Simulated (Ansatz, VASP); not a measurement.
# GaP: VASP beside Ansatz, part 2 of 2

One calculation is typed for both programs; each brings its own data sets. How far apart do they land? The cell is taken from a series of VASP runs on this material, whose earlier steps may have relaxed, scaled or displaced it; both programs get it as it stands. Valence electrons are named where the data sets of a main pair hold unlike numbers.

VASP 6.6.1 and Ansatz 0.2.0.

So far. Step 2 (VASP: band structure, HSE06): The k-mesh is coarse for exact exchange; levels may shift by about 0.1 eV on a finer one. Spin-orbit coupling is off here; it would split degenerate levels. The PAW data sets were made with PBE, which is usual practice but a small mismatch for other functionals.

### 3. Ansatz: band structure, HSE06

Level of this step: Ansatz beside VASP: Kohn-Sham DFT, plane waves, HSE06 (Ansatz).

Ansatz runs on its default PAW (the set named soft_2) files.

The same cell, functional, mesh and smearing now go to Ansatz, which takes its cutoff from its data sets.

Input file input.yaml:

```yaml
crystal:
  lattice:
    - [0.0, 2.7146945537, 2.7146945537]
    - [2.7146945537, 0.0, 2.7146945537]
    - [2.7146945537, 2.7146945537, 0.0]
  atoms:
    - { symbol: Ga, position: [0.0, 0.0, 0.0] }
    - { symbol: P, position: [0.25, 0.25, 0.25] }
hamiltonian:
  xc: { exchange: pbe, correlation: pbe, exx: { coeff: 0.25, omega: 0.2 } }
  pseudopotentials: { kind: paw }
kpoints:
  mp_grid: { grid: [5, 5, 5] }
  band_path:
    path:
      - [0.0, 0.0, 0.0]
      - [0.4, 0.0, 0.4]
      - [0.5, 0.0, 0.5]
      - [0.5, 0.2, 0.7]
      - [0.4, 0.35, 0.75]
      - [0.15, 0.15, 0.3]
      - [0.2, 0.2, 0.2]
      - [0.55, 0.4, 0.55]
      - [0.6, 0.25, 0.65]
      - [0.5, 0.25, 0.75]
      - [0.5, 0.5, 0.5]
      - [0.375, 0.375, 0.75]
      - [0.5, 0.0, 0.5]
    npoints: 1
scf:
  occupations: { method: gaussian, width: 0.05 }
  n_extra_bands: 7
output:
  forces: true
  stress: true
  eigenvalues: true
  write_density: true
  write_potential: true
  elf: true
  volumetric_format: npy
```

The run is started by

```sh
> ansatz run input.yaml --threads 4 --pin off --max-ram 9216MiB --backend cpu --events-out ev --progress --plain --runs-dir out
```

Numbers of over 12 decimals in the logs are rounded to 6 here.

What it wrote:

```text
Warning: output.stress: scf.convergence.dr2_threshold = 1e-7 eV (the SCF's general default) is looser than the 2e-10 eV advised for a printed stress (1e-10 eV for each atom of the cell: 2). What an SCF threshold leaves in a stress goes as its square root, and in the free energy as the threshold itself, and one threshold admits the most on a small cell: [figures from the program's tests cut] Set scf.convergence.dr2_threshold to 2e-10 eV or tighter. The threshold is an SCF's pass mark: one that does not reach it within its budget of iterations ends unconverged, or closes short of it on a stop that the run arms, and scf.convergence.dr2_threshold's page says what that costs each kind of run
Warning: output.stress: scf.exx.energy_threshold = 1e-6 eV is looser than the 2e-8 eV advised for a stress under a hybrid functional (1e-8 eV for each atom of the cell: 2). Every SCF of the exchange loop can meet its threshold on dr2 while the loop round them stops early: no threshold on dr2 bounds what that leaves in the stress. Set scf.exx.energy_threshold to 2e-8 eV or tighter. The threshold is the loop's pass mark: a loop that does not reach it within its budget of cycles ends unconverged, and scf.exx.energy_threshold's page has the law
scf.n_extra_bands = 7 over 9 filled bands (N_el = 18.0): the run solves 16 bands
Engine: ansatz 0.2.0, aarch64-unknown-linux-gnu
Pseudopotentials: kind: paw
Pseudopotential: Ga, paw, valence charge 13, recommended cutoff 420 eV (normal), Ga.paw.azcp
Pseudopotential: P, paw, valence charge 5, recommended cutoff 420 eV (normal), P.paw.azcp
Functional definition: unnamed
  parameter a_1 = 0.25
  parameter omega_1 = 0.2/angstrom
  exchange = pbe_x + (-a_1)*pbe_x_sr(omega_1) + a_1*exact_x_sr(omega_1)
  correlation = pbe_c
Crystal: 2 atoms, lattice volume = 40.012 Å³
Basis set: ecut = 420 eV, 749 PW (Γ), exchange–correlation on 54×54×54 points (8 copies of the dense FFT grid, shifted against one another)
Bands: 16, of which v1, the nominal top of the filled ones, is band 9 counted from 1 (8 counted from 0)
Symmetry: 24 space group operations
Space group: F-43m (ITA 216), of the structure as read, at distance tolerance 3.4e-5 Å
k-points: 10 of 125 (time reversal used)
Non-local potential: Ga, projectors of the file, l = 0: 2, l = 1: 2, l = 2: 3, l = 3: 1
Non-local potential: P, projectors of the file, l = 0: 2, l = 1: 2, l = 2: 2
PAW form: soft (Blöchl's): semilocal exchange-correlation on the pseudo side does not see the compensation charge
PAW frozen core: Ga, regenerated for the run's functional, and the local potential with it (the file was generated under x = pbe(κ = 0.804, μ = 0.219515), c = pbe(β = 0.066725))
PAW frozen core: P, regenerated for the run's functional, and the local potential with it (the file was generated under x = pbe(κ = 0.804, μ = 0.219515), c = pbe(β = 0.066725))
PAW one-centre angular grid: Ga, 590 points (default); XC on 64 Gauss nodes
PAW one-centre angular grid: P, 110 points (default); XC on 64 Gauss nodes
Initial density: superposition of atomic densities (neutral atoms: chi_scale 0, normalization atom), corrected by the library's trained network
Initial wavefunctions: pseudopotential atomic-orbital guess
Functional: x = pbe(κ = 0.804, μ = 0.219515), c = pbe(β = 0.066725), warm-up for x = pbe(κ = 0.804, μ = 0.219515) + 0.25 (exact − pbe) at short range (hse, ω = 0.2 Å⁻¹), c = pbe(β = 0.066725)
SCF iter   1: F=—  HF=-4539.493528 eV  |F-HF|=—  |Δ(HF+E_count)|=         —  Δρ=9.31e-4  dr2=4.73e-4  ethr=1.77e-3  ⟨swp⟩=10.7  Hψ=768  notcnv=0
preconditioner: auto → none  [insulator: Δε(μ)=1.564 eV  Ē_g=18.070 eV  σ=0.050 eV  W_gap=1.00  n_scr=14 (ndim 8)  ℏωp=24.9 eV  f_vac=0.011  D(μ)=0.00/eV (n_scr^D=0)]
SCF iter   2: F=-4539.493626 eV  HF=-4539.493616 eV  |F-HF|=1.03e-5  |Δ(HF+E_count)|=   8.80e-5  Δρ=3.72e-4  dr2=5.65e-5  ethr=2.63e-6  ⟨swp⟩=4.5  Hψ=444  notcnv=0  defer=2
SCF 1 stopped early in 2 iterations: F = -4539.493626 eV  dr2 = 5.65e-5
  greatest PAW one-centre occupation: 0.994 electrons in one spin orbital (limit 2), on the Ga atom at site 0 (counted from 0), in its partial waves of l = 2
Initial density: handed on by an earlier stage of this run
Initial wavefunctions: those handed on with the density
Functional: x = pbe(κ = 0.804, μ = 0.219515) + 0.25 (exact − pbe) at short range (hse, ω = 0.2 Å⁻¹), c = pbe(β = 0.066725)
Exchange kernel: α = 0.2500, screened, ω = 0.2000 Å⁻¹, Wigner–Seitz truncation, v(0) = 1124.1208 eV·Å³, q-mesh 5×5×5, nearest image of the exchange supercell L = 19.20 Å, pair-density grid 15×15×15, without the augmentation charges, whose exchange is taken in its separable form by FFT convolution over the k-point mesh (sized by the pseudopotential files, 24×24×24 at the most), smooth part of the exact exchange by density-matrix convolution
Frozen-core exchange: fock
SCF iter   1: F=—  HF=-4540.580425 eV  |F-HF|=—  |Δ(HF+E_count)|=         —  Δρ=1.31e-2  dr2=2.72e-2  ethr=3.14e-6  ⟨swp⟩=6.0  Hψ=751  notcnv=0
preconditioner: auto → none  [insulator: Δε(μ)=2.250 eV  Ē_g=21.002 eV  σ=0.050 eV  W_gap=1.00  n_scr=14 (ndim 8)  ℏωp=24.9 eV  f_vac=0.010  D(μ)=0.00/eV (n_scr^D=0)]
SCF iter   2: F=—  HF=-4540.566936 eV  |F-HF|=—  |Δ(HF+E_count)|=   1.35e-2  Δρ=2.58e-3  dr2=2.41e-3  ethr=3.14e-6  ⟨swp⟩=4.0  Hψ=489  notcnv=0
SCF iter   3: F=—  HF=-4540.573019 eV  |F-HF|=—  |Δ(HF+E_count)|=   6.08e-3  Δρ=3.19e-3  dr2=1.47e-3  ethr=3.14e-6  ⟨swp⟩=4.0  Hψ=429  notcnv=0
SCF iter   4: F=—  HF=-4540.572867 eV  |F-HF|=—  |Δ(HF+E_count)|=   1.52e-4  Δρ=1.16e-3  dr2=2.70e-4  ethr=3.14e-6  ⟨swp⟩=3.0  Hψ=301  notcnv=0
iter 5 solved again at ethr=2.18e-8 eV; its pass at ethr=9.63e-7 eV (dr2=3.92e-6 eV) is discarded
SCF iter   5: F=—  HF=-4540.572875 eV  |F-HF|=—  |Δ(HF+E_count)|=   7.92e-6  Δρ=1.04e-4  dr2=1.28e-5  ethr=2.18e-8  ⟨swp⟩=3.6  Hψ=603  notcnv=0  defer=2
SCF iter   6: F=—  HF=-4540.573035 eV  |F-HF|=—  |Δ(HF+E_count)|=   1.60e-4  Δρ=2.06e-4  dr2=7.66e-6  ethr=2.06e-8  ⟨swp⟩=4.0  Hψ=444  notcnv=0
SCF iter   7: F=-4540.573028 eV  HF=-4540.573028 eV  |F-HF|=1.99e-8  |Δ(HF+E_count)|=   7.04e-6  Δρ=9.76e-6  dr2=7.76e-8  ethr=2.06e-8  ⟨swp⟩=4.0  Hψ=383  notcnv=0
SCF 2 converged in 7 iterations: F = -4540.573028 eV  dr2 = 7.76e-8
hybrid outer 1: dexx = +7.380e-3 eV, tail = 2.08e-5 eV
Exchange kernel: α = 0.2500, screened, ω = 0.2000 Å⁻¹, Wigner–Seitz truncation, v(0) = 1124.1208 eV·Å³, q-mesh 5×5×5, nearest image of the exchange supercell L = 19.20 Å, pair-density grid 15×15×15, without the augmentation charges, whose exchange is taken in its separable form by FFT convolution over the k-point mesh (sized by the pseudopotential files, 24×24×24 at the most), smooth part of the exact exchange by density-matrix convolution
Frozen-core exchange: fock
SCF iter   1: F=—  HF=-4540.572891 eV  |F-HF|=—  |Δ(HF+E_count)|=         —  Δρ=5.32e-5  dr2=1.53e-6  ethr=5.77e-7  ⟨swp⟩=4.1  Hψ=383  notcnv=0
preconditioner: auto → none  [insulator: Δε(μ)=2.284 eV  Ē_g=20.813 eV  σ=0.050 eV  W_gap=1.00  n_scr=14 (ndim 8)  ℏωp=24.9 eV  f_vac=0.009  D(μ)=0.00/eV (n_scr^D=0)]
SCF iter   2: F=—  HF=-4540.572891 eV  |F-HF|=—  |Δ(HF+E_count)|=   2.72e-7  Δρ=1.65e-5  dr2=1.40e-7  ethr=8.14e-9  ⟨swp⟩=3.7  Hψ=326  notcnv=0
SCF iter   3: F=—  HF=-4540.572891 eV  |F-HF|=—  |Δ(HF+E_count)|=   4.45e-7  Δρ=9.81e-6  dr2=4.44e-8  ethr=3.46e-10  ⟨swp⟩=3.9  Hψ=374  notcnv=0
SCF iter   4: F=-4540.572891 eV  HF=-4540.572891 eV  |F-HF|=3.92e-9  |Δ(HF+E_count)|=   1.12e-8  Δρ=8.12e-7  dr2=1.37e-9  ethr=2.13e-10  ⟨swp⟩=3.0  Hψ=284  notcnv=0
SCF 3 converged in 4 iterations: F = -4540.572891 eV  dr2 = 1.37e-9
  Residual-converged pass: ⟨swp⟩=3.0  Hψ=314  notcnv=0  max |occ|·‖R‖ = 2.3e-6 eV (tolerance 2.4e-6 eV)  dr2=1.35e-9  dr2_onsite=5.47e-9  max |Δocc| = 3.5e-235
hybrid outer 2: dexx = +4.721e-7 eV, tail = 2.42e-8 eV, Δε = 2.59e-3 eV (about 1.01e-4 eV left of the loop's levels)
NSCF: frozen V_eff on 13 k-points
hybrid SCF converged: 2 outer / 11 inner (+2 warm-up), last move |dexx| = 4.72e-7 eV, tail = 2.42e-8 eV
Stability not checked: this state was not tested for a lower state beside it, because the functional holds exact exchange (a hybrid, or Hartree-Fock), whose exchange loop this test does not read (fock_operator; see scf.lower_state_search)
Free energy (F): -4540.572891 eV
Frozen-core exchange: fock
Harris-Foulkes:  -4540.572891 eV  (|F-HF|=3.92e-9)
Internal energy: -4540.572891 eV  (E = F + TS)
E sigma→0 (E₀):  -4540.572891 eV
Fermi energy:    7.934610 eV
--- Per-component energies (eV) ---
  E_band       = -93.661750
  E_kinetic    = 185.848733
  E_local      = -2196.370942  (includes V_loc(G=0)·N_el)
  E_nonlocal   = 460.034128
  E_hartree    = 1019.767771
  E_xc         = -105.649582
  E_vxc        = -95.924594  (∫ρ·V_xc dr)
  E_exx        = -56.601370  (= α·E_x^exact, valence–valence)
  E_paw        = -2529.890238  (= ΣΔE_a)
  E_vpaw       = -373.581221  (= ΣTr[D̂ρ^β])
  E_aug_tail   = -0.000109  (compensation charges beyond the density's cutoff)
  E_ewald      = -1317.748853
  E_core_change = 0.037573  (= ΣΔE_core)
  E_smearing   = -0.000000  (= −TS)
  E_closure    = -0.000003  (closes the sum)
  Σ components = -4540.572891   (vs F -4540.572891, Δ=0.00e0)
--- Forces (eV/Å), atoms counted from 1 ---
  atom   1  Ga     0.00000000    -0.00000000    -0.00000000
  atom   2  P     -0.00000000     0.00000000    -0.00000000
  max |Σ_I F_I| component: 5.55e-17 eV/Å
--- Stress (GPa, compression-positive) ---
        1.899072      -0.000000      -0.000000
        0.000000       1.899072       0.000000
       -0.000000       0.000000       1.899072
  P = ⅓ Tr σ = 1.8991 GPa (18.991 kbar)
--- Band table (eV; the first three rows and the last of 10) ---
  k-point 0: bands = [... 5 lower, -7.0824, 6.7929, 6.7929, 6.7929, 9.7295, 11.5812, 11.5812, 11.5812, ... 3 higher]
  k-point 1: bands = [... 5 lower, -6.5306, 3.5907, 6.2625, 6.2625, 10.0950, 12.3338, 12.3338, 13.4184, ... 3 higher]
  k-point 2: bands = [... 5 lower, -5.1867, 0.1309, 5.6480, 5.6480, 9.4597, 12.4868, 12.4868, 16.0301, ... 3 higher]
  k-point 9: bands = [... 5 lower, -4.1358, 0.0037, 2.7853, 3.8488, 11.7292, 12.3238, 13.1284, 16.5364, ... 3 higher]
```

The job ended after 21 s (4 threads of Arm Neoverse V1, shared host; peak memory 0.76 GiB; 76 s of CPU time).

### 4. Side by side

Known differences besides the potentials themselves: exact exchange at q = 0 is treated differently, which shows on coarse meshes; VASP keeps PBE cores, Ansatz makes them for the functional; the cutoff is 420 eV in Ansatz and 400 eV in VASP; VASP takes a coarser grid for exact exchange (PRECFOCK = Fast). Total energies have different zeros and are not compared.

The two programs side by side:

```tsv
quantity	Ansatz	VASP	difference
gap over the path points (eV)	2.284	2.286	-0.002
```

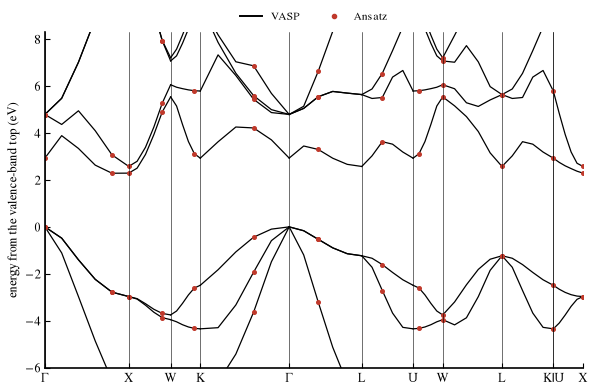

Bands from VASP (lines) and levels from Ansatz (dots). Dots without a line are higher empty bands that the VASP plot leaves out.

Levels at points of the path, from each program's valence-band top (eV; 3 filled, then empty):

```tsv
k (reciprocal lattice)	Ansatz	VASP
0.000 0.000 0.000	0.00 0.00 0.00 2.94 4.79 4.79	0.00 0.00 0.00 2.93 4.79 4.79
0.400 0.000 0.400	-6.55 -2.78 -2.78 2.28 3.07 10.78	-6.54 -2.78 -2.78 2.29 3.07 10.80
0.500 0.000 0.500	-7.40 -2.97 -2.97 2.29 2.58 12.16	-7.39 -2.97 -2.97 2.29 2.58 12.18
0.500 0.200 0.700	-7.17 -3.87 -3.69 4.89 5.27 7.92	-7.17 -3.87 -3.69 4.90 5.28 7.93
0.400 0.350 0.750	-7.15 -4.33 -2.61 3.12 5.80 9.04	-7.14 -4.33 -2.61 3.12 5.80 9.06
0.150 0.150 0.300	-3.63 -1.93 -0.44 4.22 5.43 5.59	-3.63 -1.93 -0.44 4.22 5.44 5.59
0.200 0.200 0.200	-3.20 -0.53 -0.53 3.30 5.54 5.54	-3.20 -0.53 -0.53 3.30 5.55 5.55
0.550 0.400 0.550	-7.16 -2.71 -1.61 3.63 5.51 6.53	-7.15 -2.71 -1.61 3.63 5.51 6.54
0.600 0.250 0.650	-7.15 -4.33 -2.61 3.12 5.80 9.04	-7.14 -4.33 -2.61 3.12 5.80 9.06
0.500 0.250 0.750	-7.14 -3.96 -3.76 5.53 6.06 7.06	-7.14 -3.96 -3.75 5.54 6.06 7.07
```

Among the levels compared at these points, filled levels agree within 4 meV and empty ones within 22 meV.

### 5. Results

```json
{
  "largest difference of a filled level at the path points (band structure, HSE06)": "4.3 meV"
}
```

The largest difference of a filled level at the path points is 4.3 meV (band structure, HSE06), within the 80 meV picked in this series as the mark of a large difference. Such differences can come from data sets, numerical settings and the points named under the comparisons, not from the functional's error against experiment.

[Lines on the potential files, build, host, timing and source positions are cut from VASP's logs without a mark.]

[Logs are printed without paths, hosts, clocks, repeated set-up lines and the standing remarks that a program may print on its own settings, such as how far it seeks lower states.]

[Hosts, paths, dates, database ids (printed as entryN), source tags and the programs' standing remarks are cut or masked in the printed files.]
